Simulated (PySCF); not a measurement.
# C12H12O2: the cost of one run

Computed with PySCF 2.14.0, with density-fitted response routines of our own, on a single molecule in the gas phase. Atoms are numbered from 0 throughout.

## Step 1: The molecule as given

26 atoms, charge 0, multiplicity 1; geometry from: GFN2-xTB.

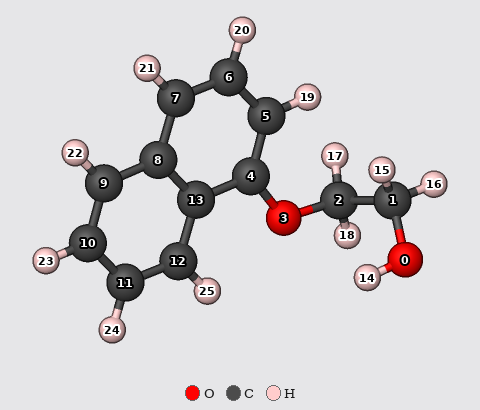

As it starts; oxygen red, carbon dark grey, hydrogen pink, atoms numbered; sticks join atoms by distance.

## Step 2: Optimising the geometry at PBE0-D3(BJ)/def2-SVP

What the job is given:

```
{"job": {"xc": "PBE0", "basis": "def2-SVP", "d3": "d3bj", "grid": 1, "kind": "geom"}, "charge": 0, "multiplicity": 1}
O      3.891170     0.480840     0.913870
C      3.145100     1.587230     0.478370
C      2.466180     1.310200    -0.869580
O      1.492750     0.293660    -0.762200
C      0.247150     0.588790    -0.285410
C     -0.183250     1.833080     0.104110
C     -1.494110     2.016940     0.570170
C     -2.369510     0.973640     0.645990
C     -1.965840    -0.319570     0.251290
C     -2.841810    -1.423390     0.305430
C     -2.429400    -2.668440    -0.079600
C     -1.118510    -2.868640    -0.535110
C     -0.245140    -1.818490    -0.603850
C     -0.643630    -0.523700    -0.216710
H      3.320720    -0.297180     0.872120
H      2.388090     1.856170     1.229400
H      3.850470     2.414090     0.371940
H      2.044100     2.228360    -1.291930
H      3.211380     0.910160    -1.563420
H      0.468770     2.691820     0.064180
H     -1.797210     3.008680     0.871910
H     -3.376330     1.120580     1.008080
H     -3.851250    -1.262550     0.656680
H     -3.110160    -3.506120    -0.036480
H     -0.803580    -3.858290    -0.832360
H      0.763640    -1.961390    -0.958580
```

**Question.** How long does this first job take on 8 threads of Intel Xeon Platinum 8488C (Sapphire Rapids), shared host?

About 5.8 min.
